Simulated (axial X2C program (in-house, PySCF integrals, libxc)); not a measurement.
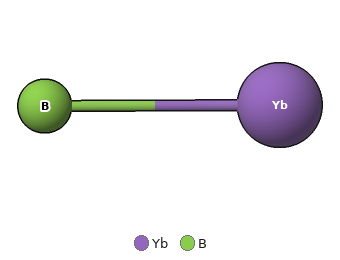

Figure 1. The molecule at the reference distance of 2.505 Å.

## Relativistic diatomic calculation, with input and output: YbB⁺

- system: YbB⁺. The reference is closed-shell YbB⁺; the roots are vertical excitation energies. The distance is the PBE0 minimum at charge 1.
- method: EOM-EE-CCSD, two-component X2C with atomic mean-field Coulomb and Gaunt terms, Yb dyall-cv3z, B dyall-av3z (cores contracted) (axial X2C program (in-house, PySCF integrals, libxc))

## Input file
```
{"zs": [70, 5], "q": 1, "bas": ["dyall-cv3z", "dyall-av3z"], "r0": 2.55, "eom": "ee", "thr": -1.0, "nmax": 88}
```

The line is the task of a batch: nuclear charges, charge, bases, a first guess of the distance and further settings. This report covers the levels named above. The log is that of the reference distance 2.505 Å.

The run was one of a batch that the task file lists, launched with:
```bash
python <driver script> task.json out
```

## Output
```
two-component X2C + atomic mean field  HF
basis functions 239  fitting functions 1207  grid points 5080
iter        total energy     max residual
   1     -14072.768203905     1.86e+01
   2     -14074.440773488     1.69e+01
   3     -14075.351435400     1.35e+01
   4     -14076.065181612     3.18e+00
   5     -14076.160796124     8.11e-01
   6     -14076.185918255     7.64e-01
   7     -14076.201624913     3.38e-01
   8     -14076.205233613     1.38e-01
   9     -14076.207422239     1.02e-01
  10     -14076.208513581     3.47e-02
  11     -14076.208889212     1.10e-02
  12     -14076.209201744     1.07e-02
  13     -14076.209343693     1.21e-02
  14     -14076.209463620     1.23e-02
  15     -14076.209564740     1.29e-02
  16     -14076.209702701     7.64e-03
  17     -14076.209982759     1.57e-02
  18     -14076.210595262     2.09e-02
  19     -14076.211275893     2.38e-02
  20     -14076.212530948     1.55e-02
  21     -14076.214508575     3.64e-02
  22     -14076.214712410     3.87e-02
  23     -14076.214840201     9.57e-03
  24     -14076.214858620     1.25e-02
  25     -14076.214870120     2.24e-03
  26     -14076.214873982     1.92e-03
  27     -14076.214875526     1.38e-03
  28     -14076.214876156     3.10e-04
  29     -14076.214876325     3.54e-04
  30     -14076.214876375     2.01e-04
  31     -14076.214876388     1.12e-04
  32     -14076.214876392     6.88e-05
  33     -14076.214876393     3.42e-05
  34     -14076.214876393     2.71e-05
  35     -14076.214876393     2.04e-05
  36     -14076.214876394     7.77e-06
  37     -14076.214876394     4.80e-06
  38     -14076.214876394     5.97e-06
  39     -14076.214876394     1.66e-06
converged
one-electron -19458.92243722  Coulomb 5616.58738271  exact exchange -296.31006865  xc functional 0.00000000  nuclear repulsion 73.93693566  atomic mean-field constant -11.50668889
correlated 18  virtual 312  natural virtual 84  E(MP2) -0.782377735  MP2 remainder -0.238047618
iter   CCSD correlation   residual
   1     -0.408573060   2.83e-01
   2     -0.461292805   1.71e-01
   3     -0.472814128   9.09e-02
   4     -0.470684004   5.73e-02
   5     -0.471824227   3.64e-02
   6     -0.473654787   2.62e-02
   7     -0.473775209   1.63e-02
   8     -0.473337139   1.04e-02
   9     -0.474075950   7.85e-03
  10     -0.473792321   5.88e-03
  11     -0.473744685   4.54e-03
  12     -0.474025940   3.07e-03
  13     -0.473914666   2.36e-03
  14     -0.473912502   1.88e-03
  15     -0.473957006   1.57e-03
  16     -0.473940895   1.31e-03
  17     -0.473927906   1.19e-03
  18     -0.473950991   1.12e-03
  19     -0.473950775   1.06e-03
  20     -0.473937813   9.96e-04
  21     -0.473959907   9.09e-04
  22     -0.473955748   8.00e-04
  23     -0.473946143   6.59e-04
  24     -0.473944910   5.23e-04
  25     -0.473944930   4.17e-04
  26     -0.473940217   3.65e-04
  27     -0.473942266   3.03e-04
  28     -0.473941376   2.53e-04
  29     -0.473944064   2.07e-04
  30     -0.473945731   1.71e-04
  31     -0.473946023   1.41e-04
  32     -0.473948228   1.18e-04
  33     -0.473949073   1.02e-04
  34     -0.473949335   9.66e-05
  35     -0.473949238   9.09e-05
  36     -0.473950572   8.65e-05
  37     -0.473949727   8.21e-05
  38     -0.473949517   7.79e-05
  39     -0.473949939   7.28e-05
  40     -0.473949006   6.79e-05
  41     -0.473948442   6.23e-05
  42     -0.473948446   5.77e-05
  43     -0.473948807   5.19e-05
  44     -0.473947890   4.42e-05
  45     -0.473949002   3.66e-05
  46     -0.473949568   3.01e-05
  47     -0.473949567   2.46e-05
  48     -0.473950080   2.09e-05
  49     -0.473950279   1.81e-05
  50     -0.473950286   1.67e-05
(T) -0.024084475399202467  T1 0.0340  D1 0.0672  max T2 0.126
EOM-EE-CCSD roots
2*Omega      energy/Eh   energy/eV  one-particle weight
    0      -0.00320715     -0.0873      0.952
    0       0.00753308      0.2050      0.874
    0       0.03958915      1.0773      0.902
    0       0.05523004      1.5029      0.088
    0       0.07243423      1.9710      0.761
    2      -0.00040564     -0.0110      0.936
    2       0.02576136      0.7010      0.942
    2       0.04056857      1.1039      0.890
    2       0.06071056      1.6520      0.028
    4       0.00693271      0.1886      0.860
    4       0.08048280      2.1900      0.108  not converged
    4       0.08768675      2.3861      0.928  not converged
    6       0.09116327      2.4807      0.929  not converged
```

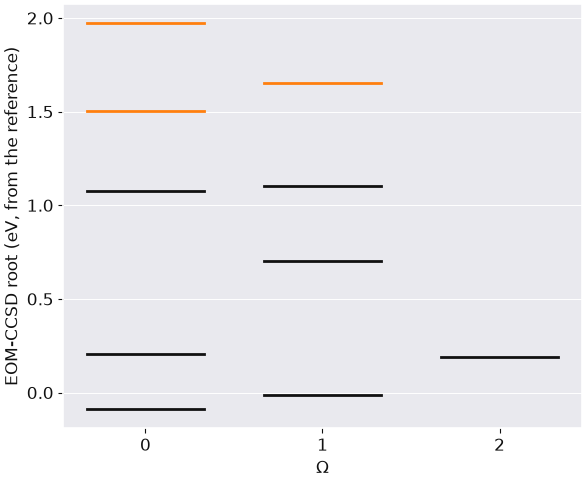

Figure 2. EOM-CCSD roots by Ω at 2.50 Å; roots whose one-particle weight is under 0.8 have the second colour. The lowest has Ω = 0 and lies at −0.087 eV, with one-particle weight 0.95. 3 of the 10 roots are less well described at this level.

## Summary

- outcome: converged
- HF energy of the reference YbB⁺: −14076.21488 hartree
- MP2 energy of the reference YbB⁺: −14076.99725 hartree
- CCSD energy of the reference YbB⁺ (with the MP2 share of the virtual spinors left out of the coupled-cluster step): −14076.92687 hartree
- CCSD(T) energy of the reference YbB⁺: −14076.95096 hartree
- T1 diagnostic (spinor form; for a closed shell √2 times the usual value): 0.034
- hardware: 1 thread of AMD EPYC (Zen 5), 128 GiB of memory available, shared host
- wall time: 2.2 min
- peak memory: 1.1 GiB

## Notes

To bear in mind: some roots did not converge.
